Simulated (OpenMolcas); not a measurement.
Single-point calculation of AlNH$_{4}$ (part 1 of 4)

The run: single-point calculation of AlNH$_{4}$ (AlH2(NH2)). Method and program: CCSD(T)/cc-pVDZ, RHF (OpenMolcas 26.06).

The geometry comes from this level: GFN2-xTB.

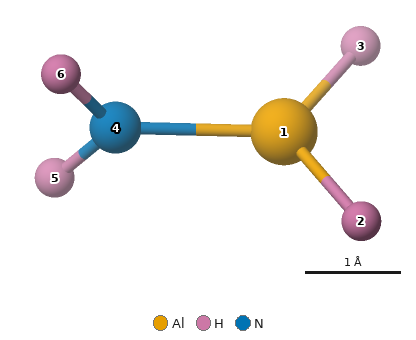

*The structure as given in the input (ball-and-stick view, seen at a tilt; atoms are numbered from 1 in the order of the input). Sticks mark near contacts.*

Bond lengths as drawn: Al–H 1.54 Å, Al–N 1.78 Å and H–N 1.01 Å.

## The input
```
&GATEWAY
  BasLib = $CurrDir
  Coord
  6
  angstrom
  Al       0.411220       0.709780       0.004090
  H        1.951140       0.754090       0.040220
  H       -0.317540       2.068550      -0.020570
  N       -0.477760      -0.827010      -0.006690
  H       -0.803830      -1.337930      -0.819770
  H       -0.763230      -1.367490       0.802720
  Basis = cc-pVDZ
  Group = NoSym

&SEWARD

&SCF
  Thresholds = 1e-10 1e-07 1e-07 1e-05
  PrOrbitals = 1

&RASSCF
  FileOrb = $Project.ScfOrb
  Spin = 1
  Nactel = 0 0 0
  Inactive = 12
  Ras2 = 0
  OutOrbitals = Canonical
  OrbListing = NoCore

&MOTRA
  JobIph
  Frozen = 6

&CCSDT
  CCT
  Triples = 2
  Iterations = 80
  Accuracy = 1e-08
  Extrapolation = 5 4
```

Launch command:
```bash
export MOLCAS_MEM=1860
pymolcas test.inp > test.log
```

## Output
```
--- Start Module: gateway ---

                                              &GATEWAY

                       available to each process: 1.9 GB of memory, 1 thread

 Basis Set     1 Label: AL.CC-PVDZ
 Basis set is read from library:.
 basistype.tbl is not found

 Basis Set     2 Label: H.CC-PVDZ
 Basis set is read from library:.
 basistype.tbl is not found

 Basis Set     3 Label: N.CC-PVDZ
 Basis set is read from library:.
 basistype.tbl is not found

 Basis Set     4 Label: H.CC-PVDZ
 Basis set is read from library:.
 basistype.tbl is not found

++    Symmetry information:
      ---------------------

                    Character Table for C1

                             E
                    a        1  x, y, xy, Rz, z, xz, Ry, yz, Rx, I
--

++    Basis set information:
      ----------------------

      Basis set label: AL.CC-PVDZ.........

      Electronic valence basis set:
      ------------------
      Associated Effective Charge  13.000000 au
      Associated Actual Charge     13.000000 au
      Nuclear Model: Point charge

      Shell  nPrim  nBasis  Cartesian Spherical Contaminant
         s      12       4        X
         p       8       3        X
         d       1       1                 X

      Basis set label: H.CC-PVDZ.........

      Electronic valence basis set:
      ------------------
      Associated Effective Charge   1.000000 au
      Associated Actual Charge      1.000000 au
      Nuclear Model: Point charge

      Shell  nPrim  nBasis  Cartesian Spherical Contaminant
         s       4       2        X
         p       1       1        X

      Basis set label: N.CC-PVDZ.........

      Electronic valence basis set:
      ------------------
      Associated Effective Charge   7.000000 au
      Associated Actual Charge      7.000000 au
      Nuclear Model: Point charge

      Shell  nPrim  nBasis  Cartesian Spherical Contaminant
         s       9       3        X
         p       4       2        X
         d       1       1                 X

      Basis set label: H.CC-PVDZ.........

      Electronic valence basis set:
      ------------------
      Associated Effective Charge   1.000000 au
      Associated Actual Charge      1.000000 au
      Nuclear Model: Point charge

      Shell  nPrim  nBasis  Cartesian Spherical Contaminant
         s       4       2        X
         p       1       1        X
--

++    Molecular structure info:
      -------------------------

                    ************************************************
                    **** Cartesian Coordinates / bohr, angstrom ****
                    ************************************************

     Center  Label                x              y              z                     x              y              z
        1      AL1              0.777093       1.341290       0.007729              0.411220       0.709780       0.004090
        2      H2               3.687120       1.425024       0.076005              1.951140       0.754090       0.040220
        3      H3              -0.600064       3.908993      -0.038872             -0.317540       2.068550      -0.020570
        4      N4              -0.902836      -1.562822      -0.012642             -0.477760      -0.827010      -0.006690
        5      H5              -1.519019      -2.528321      -1.549141             -0.803830      -1.337930      -0.819770
        6      H6              -1.442296      -2.584182       1.516921             -0.763230      -1.367490       0.802720

                    ***************************************
                    *    InterNuclear Distances / bohr    *
                    ***************************************

               1 AL1           2 H2            3 H3            4 N4            5 H5            6 H6
    1 AL1      0.000000
    2 H2       2.912032        0.000000
    3 H3       2.914075        4.956132        0.000000
    4 N4       3.355062        5.477479        5.480248        0.000000
    5 H5       4.761288        6.736016        6.675658        1.916428        0.000000
    6 H6       4.755278        6.667899        6.729871        1.916704        3.067530        0.000000

                    *******************************************
                    *    InterNuclear Distances / angstrom    *
                    *******************************************

               1 AL1           2 H2            3 H3            4 N4            5 H5            6 H6
    1 AL1      0.000000
    2 H2       1.540981        0.000000
    3 H3       1.542062        2.622672        0.000000
    4 N4       1.775423        2.898557        2.900023        0.000000
    5 H5       2.519565        3.564546        3.532606        1.014130        0.000000
    6 H6       2.516385        3.528500        3.561294        1.014276        1.623267        0.000000

                    **************************************
                    *    Valence Bond Angles / degree    *
                    **************************************
                          Atom centers                 Phi
                      2 H2       1 AL1      3 H3       116.57
                      5 H5       4 N4       6 H6       106.31
--

            Nuclear Potential Energy             52.49728129 au

--- Stop Module: gateway /rc=_RC_ALL_IS_WELL_ ---

--- Start Module: seward ---

                                              &SEWARD

                       available to each process: 1.9 GB of memory, 1 thread

               SEWARD will generate:
                  Multipole Moment integrals up to order  2
                  Kinetic Energy integrals
                  Nuclear Attraction integrals (point charge)
                  One-Electron Hamiltonian integrals
                  Velocity integrals
                  Orbital angular momentum around (  0.1877   0.3228   0.0008 )
                  Velocity quadrupole around (  0.1877   0.3228   0.0008 )
                  Two-Electron Repulsion integrals

                   Integrals are discarded if absolute value <: 1.00E-14
                   Integral cutoff threshold is set to       <: 1.00E-16

            Nuclear Potential Energy             52.49728129 au

      Basis set specifications :
      Symmetry species         a
      Basis functions           52

--- Stop Module: seward /rc=_RC_ALL_IS_WELL_ ---
--- Module seward spent 1 second ---

--- Start Module: scf ---

                                                &SCF

                       available to each process: 1.9 GB of memory, 1 thread

++    Input section:
      --------------

      Header of the integral files:

      Cartesian coordinates in angstrom:
      -----------------------------------------------------
      No.  Label        X            Y            Z
      -----------------------------------------------------
       1   AL1        0.41122000   0.70978000   0.00409000
       2   H2         1.95114000   0.75409000   0.04022000
       3   H3        -0.31754000   2.06855000  -0.02057000
       4   N4        -0.47776000  -0.82701000  -0.00669000
       5   H5        -0.80383000  -1.33793000  -0.81977000
       6   H6        -0.76323000  -1.36749000   0.80272000
      -----------------------------------------------------
      Nuclear repulsion energy =   52.49728129
--

++    Orbital specifications:
      -----------------------

      Symmetry species               1
                                     a
      Frozen orbitals                0
      Occupied orbitals             12
      Secondary orbitals            40
      Deleted orbitals               0
      Total number of orbitals      52
      Number of basis functions     52
--

      Molecular charge                           0.000

++    Optimization specifications:
      ----------------------------

      SCF Algorithm: Conventional
      Minimized density differences are used
      Number of density matrices in core                 5
      Maximum number of NDDO SCF iterations            400
      Maximum number of HF SCF iterations              400
      Threshold for SCF energy change             1.00E-10
      Threshold for density matrix                1.00E-07
      Threshold for Fock matrix                   1.00E-07
      Threshold for linear dependence             1.00E-09
      Threshold at which DIIS is turned on        1.50E-01
      Maximum depth in the DIIS procedure                5
      Maximum depth in the BFGS Hessian update          30
      Threshold at which QNR/C2DIIS is turned on  7.50E-02
      Threshold for Norm(delta) (QNR/C2DIIS)      1.00E-05
      All orbitals punched on: SCFORB
--

      Input vectors read from INPORB
      Orbital file label: *Guess orbitals

++ Convergence information
                                   SCF        iterations: Energy and convergence statistics

Iter     Tot. SCF        One-elec.       Two-elec.     Energy      Max Dij or  Max Fij      DNorm      TNorm      AccCon     Time
         Energy          Energy          Energy        Change      Delta Norm                                                in Sec.
   1  -298.449127873  -517.773610079   166.827200920   0.00E+00    1.99E-01*   1.35E-01*    7.02E+00   8.29E+01   None         0.
   2  -298.670151065  -517.280245759   166.112813408  -2.21E-01*   1.02E-01*   5.96E-02*    2.96E+00   8.27E+01   EDIIS        0.
   3  -298.689828581  -518.775781077   167.588671211  -1.97E-02*   3.27E-02*   2.68E-02*    8.23E-01   8.31E+01   c2DIIS       0.
   4  -298.696123809  -518.211818637   167.018413543  -6.30E-03*   1.25E-02*   6.58E-03*    1.45E-01   8.29E+01   QNRc2DIIS    0.
   5  -298.696509563  -518.318900886   167.125110038  -3.86E-04*   7.83E-03*   3.47E-03*    2.43E-02   8.30E+01   QNRc2DIIS    0.
   6  -298.696600688  -518.280155550   167.086273577  -9.11E-05*   8.94E-04*   3.81E-04*    4.95E-03   8.29E+01   QNRc2DIIS    0.
   7  -298.696602615  -518.278546738   167.084662837  -1.93E-06*   4.63E-04*   1.22E-04*    2.44E-03   8.29E+01   QNRc2DIIS    0.
   8  -298.696602891  -518.278348214   167.084464038  -2.76E-07*   5.40E-05*   9.32E-06*    5.86E-04   8.29E+01   QNRc2DIIS    0.
   9  -298.696602894  -518.278416274   167.084532094  -3.25E-09*   1.30E-05*   2.72E-06*    1.01E-04   8.29E+01   QNRc2DIIS    0.
  10  -298.696602894  -518.278408982   167.084524802  -1.31E-10*   3.38E-06    6.52E-07*    4.65E-05   8.29E+01   QNRc2DIIS    0.
  11  -298.696602894  -518.278405198   167.084521018  -8.41E-12    7.16E-07    2.00E-07*    1.61E-04   8.29E+01   QNRc2DIIS    0.
  12  -298.696602894  -518.278407441   167.084523261  -2.27E-13    1.18E-07    2.85E-08     1.98E-04   8.29E+01   QNRc2DIIS    0.

       Convergence after  12 Iterations
--

 *****************************************************************************************************************************
 *                                             SCF/KS-DFT Program, Final results                                             *
 *                                                       Final Results                                                       *
 *****************************************************************************************************************************

::    Total SCF energy                               -298.6966028944
      One-electron energy                            -518.2784074411
      Two-electron energy                             167.0845232612
      Nuclear repulsion energy                         52.4972812855
      Kinetic energy (interpolated)                   298.7291978346
      Virial theorem                                    0.9998908880
      Total spin, S(S+1)                                0.0000000000
      Total spin, S                                     0.0000000000
      Max non-diagonal density matrix element           0.0000001311
      Max non-diagonal Fock matrix element              0.0000000144

      All orbitals with orbital energies smaller than  E(LUMO)+0.5 are printed

++    Molecular orbitals:
      -------------------

      Title: SCF orbitals

      Molecular orbitals for symmetry species 1: a

          Orbital            1         2         3         4         5         6         7         8         9        10
          Energy          -58.4660  -15.5142   -4.8835   -3.1991   -3.1964   -3.1954   -1.0943   -0.6157   -0.5976   -0.4864
          Occ. No.          2.0000    2.0000    2.0000    2.0000    2.0000    2.0000    2.0000    2.0000    2.0000    2.0000

        1 AL1    1s         1.0000    0.0000    0.0002    0.0000   -0.0001    0.0000   -0.0021   -0.0000   -0.0019   -0.0001
        2 AL1    1s         0.0001    0.0004    1.0018    0.0000    0.0011   -0.0000   -0.0256   -0.0003   -0.0298   -0.0065
        3 AL1    1s         0.0002    0.0013    0.0079    0.0000   -0.0031    0.0000    0.0913    0.0069    0.5897    0.3088
        4 AL1    1s        -0.0000    0.0004   -0.0043   -0.0000    0.0023    0.0000   -0.0457   -0.0025   -0.2046   -0.0748
        5 AL1    2px       -0.0000   -0.0002   -0.0015   -0.0151    0.5027    0.8634    0.0144   -0.0002    0.0095   -0.0173
        6 AL1    2px       -0.0001   -0.0010   -0.0043   -0.0001   -0.0008   -0.0055   -0.0511    0.0019   -0.0709    0.2853
        7 AL1    2px        0.0001    0.0004    0.0027    0.0001    0.0009    0.0045    0.0283   -0.0009    0.0395   -0.1400
        8 AL1    2py       -0.0000   -0.0003   -0.0025   -0.0004    0.8639   -0.5026    0.0250    0.0005    0.0165   -0.0298
        9 AL1    2py       -0.0002   -0.0018   -0.0075    0.0000   -0.0013    0.0032   -0.0882   -0.0046   -0.1230    0.4922
       10 AL1    2py        0.0001    0.0008    0.0046    0.0000    0.0016   -0.0026    0.0489    0.0023    0.0686   -0.2414
       11 AL1    2pz       -0.0000   -0.0000   -0.0000    1.0002    0.0080    0.0128    0.0002   -0.0091    0.0002   -0.0002
       12 AL1    2pz       -0.0000   -0.0000   -0.0000    0.0038   -0.0000   -0.0001   -0.0006    0.0827   -0.0020    0.0040
       13 AL1    2pz        0.0000    0.0000    0.0000   -0.0036    0.0000    0.0001    0.0003   -0.0335    0.0009   -0.0020
       14 AL1    3d2-       0.0001    0.0004    0.0019   -0.0000   -0.0010   -0.0003    0.0212    0.0002    0.0276   -0.0761
       15 AL1    3d1-       0.0000    0.0000    0.0000   -0.0006   -0.0000   -0.0000    0.0004   -0.0313    0.0006   -0.0018
       16 AL1    3d0       -0.0001   -0.0004   -0.0011   -0.0000    0.0005   -0.0000   -0.0087   -0.0007   -0.0254   -0.0015
       17 AL1    3d1+       0.0000    0.0000    0.0000   -0.0003    0.0000   -0.0000   -0.0002   -0.0181    0.0009    0.0019
       18 AL1    3d2+      -0.0000   -0.0002   -0.0011   -0.0000    0.0006   -0.0006   -0.0121   -0.0011   -0.0158    0.0438
       19 H2     1s        -0.0001    0.0000   -0.0001    0.0000    0.0027    0.0051    0.0122    0.0050    0.2366    0.4055
       20 H2     1s         0.0000   -0.0002    0.0007    0.0000   -0.0019   -0.0029    0.0019   -0.0011   -0.0425   -0.0648
       21 H2     2px        0.0000    0.0000   -0.0006   -0.0000   -0.0010   -0.0017   -0.0021   -0.0003   -0.0138   -0.0155
       22 H2     2py       -0.0000    0.0000   -0.0002    0.0000    0.0002   -0.0000   -0.0017    0.0001   -0.0026    0.0038
       23 H2     2pz        0.0000    0.0000   -0.0000    0.0001   -0.0000   -0.0000   -0.0000    0.0012   -0.0003   -0.0004
       24 H3     1s        -0.0001    0.0000   -0.0001   -0.0001    0.0027   -0.0051    0.0122    0.0000    0.2360    0.4046
       25 H3     1s         0.0000   -0.0002    0.0007   -0.0000   -0.0019    0.0029    0.0019    0.0002   -0.0424   -0.0646
       26 H3     2px       -0.0000    0.0000    0.0001   -0.0000    0.0007   -0.0008   -0.0004   -0.0001    0.0046    0.0110
       27 H3     2py        0.0000    0.0000   -0.0006    0.0000   -0.0007    0.0015   -0.0027   -0.0001   -0.0132   -0.0115
       28 H3     2pz       -0.0000   -0.0000    0.0000    0.0001    0.0000   -0.0000   -0.0000    0.0012    0.0002    0.0003
       29 N4     1s         0.0000    1.0009    0.0003    0.0000    0.0003   -0.0000   -0.0214   -0.0000   -0.0036    0.0046
       30 N4     1s         0.0001    0.0052    0.0028    0.0000   -0.0070    0.0000    0.7989    0.0005    0.0756   -0.1415
       31 N4     1s        -0.0002   -0.0048   -0.0073   -0.0000    0.0050   -0.0000   -0.1049    0.0007    0.0751   -0.0526
       32 N4     2px       -0.0000   -0.0007    0.0007   -0.0000   -0.0031    0.0010   -0.0285    0.0201    0.2835   -0.2102
       33 N4     2px       -0.0001   -0.0002   -0.0024   -0.0000    0.0016   -0.0009    0.0322   -0.0024   -0.0243    0.0180
       34 N4     2py       -0.0000   -0.0013    0.0012    0.0000   -0.0053   -0.0005   -0.0486   -0.0068    0.4893   -0.3621
       35 N4     2py       -0.0001   -0.0004   -0.0041    0.0000    0.0027    0.0005    0.0553    0.0007   -0.0418    0.0312
       36 N4     2pz        0.0000   -0.0000    0.0000    0.0008   -0.0000    0.0000   -0.0000    0.6485   -0.0053   -0.0013
       37 N4     2pz       -0.0000   -0.0000   -0.0000   -0.0031    0.0000   -0.0001    0.0003   -0.0742    0.0006    0.0002
       38 N4     3d2-      -0.0000    0.0001    0.0004    0.0000   -0.0015    0.0002    0.0091   -0.0002    0.0061   -0.0026
       39 N4     3d1-       0.0000   -0.0000    0.0000    0.0006   -0.0000    0.0000    0.0000   -0.0140    0.0005   -0.0002
       40 N4     3d0        0.0000    0.0003   -0.0007    0.0000    0.0011   -0.0000   -0.0021   -0.0001   -0.0091    0.0057
       41 N4     3d1+      -0.0000    0.0000   -0.0000    0.0004   -0.0000    0.0000    0.0002   -0.0082   -0.0001    0.0001
       42 N4     3d2+       0.0000   -0.0001   -0.0002    0.0000    0.0008    0.0004   -0.0052   -0.0005   -0.0036    0.0015
       43 H5     1s         0.0000   -0.0008    0.0002   -0.0017   -0.0002   -0.0001    0.3437   -0.5384   -0.2783    0.1832
       44 H5     1s        -0.0000    0.0006    0.0003   -0.0006   -0.0003    0.0000   -0.1506    0.1651    0.0786   -0.0278
       45 H5     2px        0.0000   -0.0002    0.0003   -0.0002   -0.0001    0.0002    0.0088   -0.0127   -0.0002   -0.0014
       46 H5     2py        0.0000   -0.0003    0.0006   -0.0002   -0.0002   -0.0001    0.0134   -0.0210    0.0011   -0.0033
       47 H5     2pz       -0.0000   -0.0007   -0.0002   -0.0002    0.0002   -0.0000    0.0293   -0.0150   -0.0218    0.0141
       48 H6     1s         0.0000   -0.0008    0.0002    0.0017   -0.0002    0.0001    0.3437    0.5319   -0.2903    0.1833
       49 H6     1s        -0.0000    0.0006    0.0003    0.0006   -0.0002   -0.0000   -0.1507   -0.1634    0.0820   -0.0277
       50 H6     2px        0.0000   -0.0002    0.0003    0.0001   -0.0001    0.0002    0.0074    0.0120    0.0007   -0.0021
       51 H6     2py        0.0000   -0.0003    0.0006    0.0002   -0.0001   -0.0001    0.0145    0.0215   -0.0002   -0.0028
       52 H6     2pz        0.0000    0.0007    0.0002   -0.0002   -0.0002   -0.0000   -0.0293   -0.0143    0.0221   -0.0141
```
